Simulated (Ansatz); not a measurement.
## Nudged elastic band of CH5AlO

- system: CH5AlO, SMILES [CH3][AlH][OH]
- method: RKS B3LYP-D4/cc-pVDZ (Ansatz 0.2.0)

It belongs to a series of runs on one base structure; here: band between the two ends.

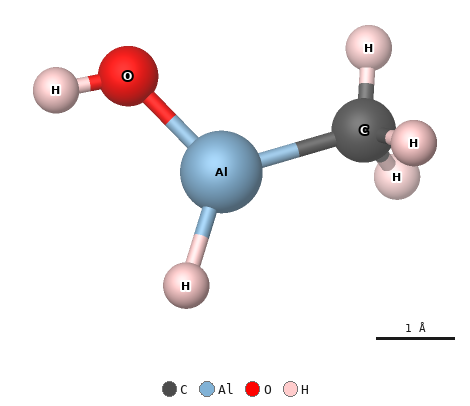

Fig. 1: The starting structure (ball-and-stick view, seen at a tilt). Sticks mark near contacts. Bond lengths as drawn: Al–C 1.96 Å, Al–H 1.59 Å, Al–O 1.74 Å, C–H 1.10 to 1.11 Å and H–O 0.96 Å.

**Input**
```yaml
crystal:
  periodic: [false, false, false]
  atoms:
    - { symbol: C, position_ang: [-0.783027, 0.988124, -0.07311] }
    - { symbol: Al, position_ang: [0.597929, -0.385613, -0.252015] }
    - { symbol: O, position_ang: [0.532315, -1.695949, 0.885139] }
    - { symbol: H, position_ang: [-0.335013, 1.979702, 0.122159] }
    - { symbol: H, position_ang: [-1.480326, 0.760612, 0.749787] }
    - { symbol: H, position_ang: [-1.370674, 1.087554, -1.003777] }
    - { symbol: H, position_ang: [1.752705, -0.379268, -1.349808] }
    - { symbol: H, position_ang: [1.178291, -2.412361, 0.865825] }
basis:
  gaussian: { orbitals: cc-pVDZ }
hamiltonian:
  xc: b3lyp
  dispersion: d4
neb:
  order_check: false
  images: 5
  f_tol: 0.05
  max_iterations: 60
  final_atoms:
    - { symbol: C, position_ang: [-0.78721607, 0.98319481, -0.09006362] }
    - { symbol: Al, position_ang: [0.68776655, -0.30128585, -0.07818957] }
    - { symbol: O, position_ang: [0.28699474, -1.92487878, 0.38858204] }
    - { symbol: H, position_ang: [-0.81569476, 1.56609293, -1.02764942] }
    - { symbol: H, position_ang: [-0.67396108, 1.71419676, 0.73118233] }
    - { symbol: H, position_ang: [-1.76159271, 0.48387495, 0.03765875] }
    - { symbol: H, position_ang: [2.19892136, 0.0392846, -0.45000953] }
    - { symbol: H, position_ang: [0.95698198, -2.61767842, 0.43268902] }
  initial_path:
    images:
      - { positions_ang: [[-0.783027, 0.988124, -0.07311], [0.597929, -0.385613, -0.252015], [0.532315, -1.695949, 0.885139], [-0.335013, 1.979702, 0.122159], [-1.480326, 0.760612, 0.749787], [-1.370674, 1.087554, -1.003777], [1.752705, -0.379268, -1.349808], [1.178291, -2.412361, 0.865825]] }
      - { positions_ang: [[-0.76001732, 0.9667824, -0.0608196], [0.62077962, -0.38699658, -0.27820843], [0.47901731, -1.83601359, 0.65131669], [-0.34999274, 1.97148144, -0.07205785], [-1.3199481, 0.84448543, 0.843437], [-1.47784997, 0.94194822, -0.86724209], [1.86024931, -0.24128195, -1.23246489], [1.03996188, -2.31760436, 0.96023917]] }
      - { positions_ang: [[-0.73700763, 0.9454408, -0.0485292], [0.64363025, -0.38838016, -0.30440186], [0.42571961, -1.97607819, 0.41749438], [-0.36497247, 1.96326087, -0.2662747], [-1.15957019, 0.92835887, 0.937087], [-1.58502594, 0.79634244, -0.73070718], [1.96779362, -0.1032959, -1.11512179], [0.90163276, -2.22284773, 1.05465334]] }
      - { positions_ang: [[-0.71399795, 0.92409919, -0.03623879], [0.66648087, -0.38976375, -0.33059529], [0.37242192, -2.11614278, 0.18367207], [-0.37995221, 1.95504031, -0.46049155], [-0.99919229, 1.0122323, 1.030737], [-1.69220192, 0.65073666, -0.59417227], [2.07533793, 0.03469015, -0.99777868], [0.76330364, -2.12809109, 1.14906751]] }
      - { positions_ang: [[-0.73840399, 0.94379773, -0.0541804], [0.6735761, -0.36027111, -0.24646005], [0.34394619, -2.05238812, 0.25197539], [-0.52519973, 1.82539118, -0.64954417], [-0.89078188, 1.24622045, 0.93088545], [-1.71533218, 0.59511609, -0.38356193], [2.1165324, 0.03622163, -0.81518896], [0.82786309, -2.29128687, 0.91027468]] }
      - { positions_ang: [[-0.76281003, 0.96349627, -0.07212201], [0.68067132, -0.33077848, -0.16232481], [0.31547046, -1.98863345, 0.32027871], [-0.67044725, 1.69574205, -0.83859679], [-0.78237148, 1.48020861, 0.83103389], [-1.73846245, 0.53949552, -0.17295159], [2.15772688, 0.03775312, -0.63259925], [0.89242254, -2.45448264, 0.67148185]] }
      - { positions_ang: [[-0.78721607, 0.98319481, -0.09006362], [0.68776655, -0.30128585, -0.07818957], [0.28699474, -1.92487878, 0.38858204], [-0.81569476, 1.56609293, -1.02764942], [-0.67396108, 1.71419676, 0.73118233], [-1.76159271, 0.48387495, 0.03765875], [2.19892136, 0.0392846, -0.45000953], [0.95698198, -2.61767842, 0.43268902]] }
```

Launch command:
```bash
ansatz run input.yaml --threads 1 --pin off --max-ram 2048MiB --backend cpu --events-out ev --progress --plain --runs-dir out
```

**Output**
```
Engine: ansatz 0.2.0, aarch64-unknown-linux-gnu
Functional definition: B3LYP
  parameter a0 = 0.2
  parameter ax = 0.72
  parameter ac = 0.81
  exchange = (1 - a0 - ax)*slater_x + ax*b88_x + a0*exact_x
  correlation = (1 - ac)*vwn_rpa_c + ac*lyp_c
754 factors; integrals over basis functions are off by at most 3.3e-4 eV
mean field evaluation 1: about -9754.2269 eV, gradient 7.1e1 eV
mean field evaluation 2: about -9726.8545 eV, gradient 1.3e2 eV
mean field evaluation 4: about -9764.3778 eV, gradient 7.6e0 eV
mean field evaluation 8: about -9764.5222 eV, gradient 2.4e-2 eV
mean field -9764.52221354 eV, -358.8395727168 hartree, gradient 3.4e-5 eV, S^2 0.000000; 0 other end points of the search recorded, 0 dependent functions left out
the calculation of the forces begins
reference -9764.52244903 eV, -358.8395813710 hartree; 16, 16 occupied and 55, 55 virtual orbitals, 754 factors
754 factors; integrals over basis functions are off by at most 3.9e-4 eV
mean field evaluation 16: about -9726.8298 eV, gradient 1.3e2 eV
mean field -9764.52188457 eV, -358.8395606274 hartree, gradient 3.3e-5 eV, S^2 0.000000; 0 other end points of the search recorded, 0 dependent functions left out
[... from here on the field's lines of each further geometry are left out, up to the last ...]
NEB iter   1: max|band force component| = 1.096e1 eV/Å  barrier→ = 1.1217 eV  barrier← = 1.1214 eV  Δτ_max = 0.1874 Å  (158 SCF iters)
NEB iter   2: max|band force component| = 1.175e0 eV/Å  barrier→ = 0.3111 eV  barrier← = 0.3108 eV  Δτ_max = 0.1913 Å  (137 SCF iters)
NEB iter   3: max|band force component| = 9.911e-1 eV/Å  barrier→ = 0.1752 eV  barrier← = 0.1749 eV  Δτ_max = 0.1904 Å  (137 SCF iters)
NEB iter   4: max|band force component| = 1.008e0 eV/Å  barrier→ = 0.0790 eV  barrier← = 0.0787 eV  Δτ_max = 0.1878 Å  (129 SCF iters)
NEB iter   5: max|band force component| = 1.407e0 eV/Å  barrier→ = 0.0757 eV  barrier← = 0.0754 eV  Δτ_max = 0.1021 Å  (124 SCF iters)
NEB iter   6: max|band force component| = 2.475e0 eV/Å  barrier→ = 0.1875 eV  barrier← = 0.1872 eV  Δτ_max = 0.0491 Å  (122 SCF iters)
NEB iter   7: max|band force component| = 3.574e-1 eV/Å  barrier→ = 0.0258 eV  barrier← = 0.0255 eV  CI = image 3  Δτ_max = 0.1001 Å  (112 SCF iters)
NEB iter   8: max|band force component| = 1.781e-1 eV/Å  barrier→ = 0.0121 eV  barrier← = 0.0118 eV  CI = image 3  Δτ_max = 0.0661 Å  (116 SCF iters)
NEB iter   9: max|band force component| = 1.395e-1 eV/Å  barrier→ = 0.0071 eV  barrier← = 0.0068 eV  CI = image 3  Δτ_max = 0.1334 Å  (115 SCF iters)
NEB iter  10: max|band force component| = 1.527e-1 eV/Å  barrier→ = 0.0073 eV  barrier← = 0.0070 eV  CI = image 3  Δτ_max = 0.0671 Å  (111 SCF iters)
NEB iter  11: max|band force component| = 5.444e-2 eV/Å  barrier→ = 0.0049 eV  barrier← = 0.0046 eV  CI = image 3  Δτ_max = 0.0419 Å  (114 SCF iters)
the calculation of the forces begins
reference -9764.52012077 eV, -358.8394958090 hartree; 16, 16 occupied and 55, 55 virtual orbitals, 754 factors
754 factors; integrals over basis functions are off by at most 3.4e-4 eV
mean field -9764.51722226 eV, -358.8393892904 hartree, gradient 2.1e-5 eV, S^2 0.000000; 1 other end points of the search recorded, 0 dependent functions left out
the calculation of the forces begins
reference -9764.51746142 eV, -358.8393980797 hartree; 16, 16 occupied and 55, 55 virtual orbitals, 754 factors
NEB iter  12: max|band force component| = 3.634e-2 eV/Å  barrier→ = 0.0048 eV  barrier← = 0.0045 eV  CI = image 3  Δτ_max = 0.0000 Å  (228 SCF iters)
```

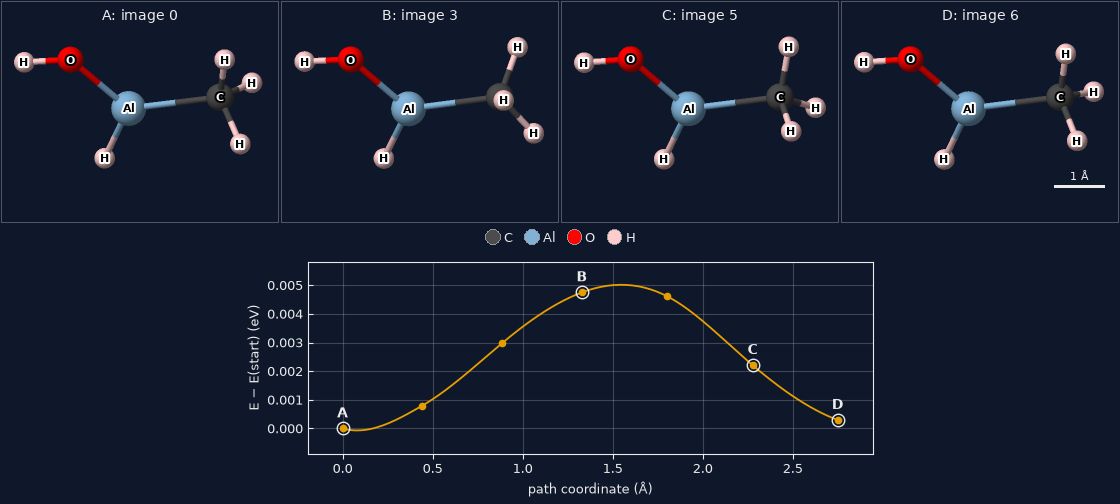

Fig. 2: Images of the last band (counted from 0; ball-and-stick, seen at a tilt) above the energy along the path; the line is a cubic interpolation that uses the forces. The highest image is number 3, 0.005 eV above the start and 0.004 eV above the end (the climbing image); start and end have the same energy. The path is 2.75 Å long. The band converged in 12 iterations.

```
Total energy: -9764.68062495 eV, -358.8453942286 hartree
Atom 0 at    -0.768105     1.000540    -0.082556 Å, force     0.012257    -0.010609     0.015062 eV/Å
Atom 1 at     0.670536    -0.323491    -0.166998 Å, force    -0.011425    -0.012998     0.005932 eV/Å
Atom 2 at     0.350763    -1.827671     0.640254 Å, force     0.001702     0.015520    -0.003799 eV/Å
Atom 3 at    -0.476676     1.978769    -0.497723 Å, force     0.001290     0.013999    -0.004958 eV/Å
Atom 4 at    -1.100312     1.152091     0.959424 Å, force     0.001735    -0.001774    -0.002937 eV/Å
Atom 5 at    -1.648316     0.643417    -0.646300 Å, force    -0.010701    -0.001659    -0.008817 eV/Å
Atom 6 at     2.068316    -0.136148    -0.908027 Å, force     0.002039     0.001788    -0.000602 eV/Å
Atom 7 at     0.995994    -2.544708     0.646126 Å, force     0.003104    -0.004267     0.000119 eV/Å
Dipole moment:     0.123987     0.002893    -0.061331 e Å
this run last wrote the band of iteration 12 to [file]
```

**The last band as extended XYZ (Å, eV, eV/Å)**
```
8
Properties=species:S:1:pos:R:3:forces:R:3 image=0 energy=-9764.68514
C    -0.7830    0.9881   -0.0731   -0.0038   0.0146   0.0020
Al    0.5979   -0.3856   -0.2520   -0.0024  -0.0011  -0.0002
O     0.5323   -1.6959    0.8851    0.0025   0.0010  -0.0005
H    -0.3350    1.9797    0.1222   -0.0067  -0.0144  -0.0040
H    -1.4803    0.7606    0.7498    0.0056   0.0004  -0.0063
H    -1.3707    1.0876   -1.0038    0.0052  -0.0003   0.0082
H     1.7527   -0.3793   -1.3498    0.0010   0.0004   0.0003
H     1.1783   -2.4124    0.8658   -0.0015  -0.0006   0.0004
8
Properties=species:S:1:pos:R:3:forces:R:3 image=1 energy=-9764.68434
C    -0.7747    0.9952   -0.0688    0.0019   0.0020   0.0040
Al    0.6279   -0.3600   -0.2202   -0.0112  -0.0069  -0.0160
O     0.4698   -1.7442    0.8156    0.0026   0.0048   0.0088
H    -0.3644    2.0197   -0.0914   -0.0016   0.0002   0.0026
H    -1.3589    0.8724    0.8579    0.0002   0.0004  -0.0013
H    -1.4786    0.9174   -0.9181    0.0043  -0.0007  -0.0005
H     1.8622   -0.2912   -1.2256    0.0027   0.0024   0.0043
H     1.1089   -2.4665    0.7948    0.0011  -0.0022  -0.0019
8
Properties=species:S:1:pos:R:3:forces:R:3 image=2 energy=-9764.68216
C    -0.7699    0.9983   -0.0735    0.0003   0.0130  -0.0152
Al    0.6547   -0.3365   -0.1900    0.0015  -0.0199  -0.0155
O     0.4070   -1.7893    0.7270   -0.0155   0.0132   0.0187
H    -0.4149    2.0189   -0.2950   -0.0003  -0.0039   0.0057
H    -1.2387    0.9982    0.9243   -0.0100  -0.0004   0.0141
H    -1.5669    0.7664   -0.8043    0.0049  -0.0014   0.0019
H     1.9775   -0.1996   -1.0670    0.0064   0.0015   0.0014
H     1.0435   -2.5137    0.7229    0.0127  -0.0021  -0.0111
8
Properties=species:S:1:pos:R:3:forces:R:3 image=3 energy=-9764.68039
C    -0.7681    1.0005   -0.0826    0.0123  -0.0106   0.0151
Al    0.6705   -0.3235   -0.1670   -0.0114  -0.0130   0.0059
O     0.3508   -1.8277    0.6403    0.0017   0.0155  -0.0038
H    -0.4767    1.9788   -0.4977    0.0013   0.0140  -0.0050
H    -1.1003    1.1521    0.9594    0.0017  -0.0018  -0.0029
H    -1.6483    0.6434   -0.6463   -0.0107  -0.0017  -0.0088
H     2.0683   -0.1361   -0.9080    0.0020   0.0018  -0.0006
H     0.9960   -2.5447    0.6461    0.0031  -0.0043   0.0001
8
Properties=species:S:1:pos:R:3:forces:R:3 image=4 energy=-9764.68052
C    -0.7741    0.9944   -0.0931    0.0015   0.0001   0.0016
Al    0.6818   -0.3121   -0.1385   -0.0088  -0.0110  -0.0361
O     0.3153   -1.8663    0.5420   -0.0074   0.0059   0.0188
H    -0.5695    1.8870   -0.7069    0.0005  -0.0003  -0.0001
H    -0.9484    1.3344    0.9437   -0.0035   0.0071   0.0064
H    -1.7191    0.5425   -0.4414    0.0050  -0.0023   0.0030
H     2.1339   -0.0659   -0.7462    0.0054   0.0051   0.0140
H     0.9722   -2.5712    0.5847    0.0073  -0.0045  -0.0076
8
Properties=species:S:1:pos:R:3:forces:R:3 image=5 energy=-9764.68293
C    -0.7814    0.9883   -0.0959    0.0034   0.0001   0.0062
Al    0.6829   -0.3092   -0.1150   -0.0071  -0.0030  -0.0212
O     0.2964   -1.8984    0.4673    0.0031   0.0003   0.0094
H    -0.6870    1.7449   -0.8930    0.0014  -0.0025  -0.0029
H    -0.7912    1.5336    0.8661   -0.0024   0.0028  -0.0006
H    -1.7606    0.4913   -0.1970    0.0015  -0.0008   0.0041
H     2.1692   -0.0147   -0.6080    0.0027   0.0033   0.0098
H     0.9639   -2.5931    0.5199   -0.0026  -0.0001  -0.0047
8
Properties=species:S:1:pos:R:3:forces:R:3 image=6 energy=-9764.68484
C    -0.7872    0.9832   -0.0901   -0.0104   0.0010  -0.0069
Al    0.6878   -0.3013   -0.0782   -0.0023  -0.0055   0.0008
O     0.2870   -1.9249    0.3886   -0.0004   0.0024  -0.0010
H    -0.8157    1.5661   -1.0276    0.0028  -0.0044   0.0025
H    -0.6740    1.7142    0.7312    0.0024   0.0047   0.0043
H    -1.7616    0.4839    0.0377    0.0034   0.0001   0.0010
H     2.1989    0.0393   -0.4500    0.0037   0.0013   0.0002
H     0.9570   -2.6177    0.4327    0.0008   0.0005  -0.0008
```

**Summary**

| quantity | value |
| --- | --- |
| outcome | converged |
| barrier, forward | 0.005 eV |
| barrier, backward | 0.004 eV |
| hardware | 1 thread of Arm Neoverse V2, 24 GiB of memory available, shared host |
| wall time | 1.8 min |
| peak memory | 0.13 GiB |

The order of the saddle point was not checked.
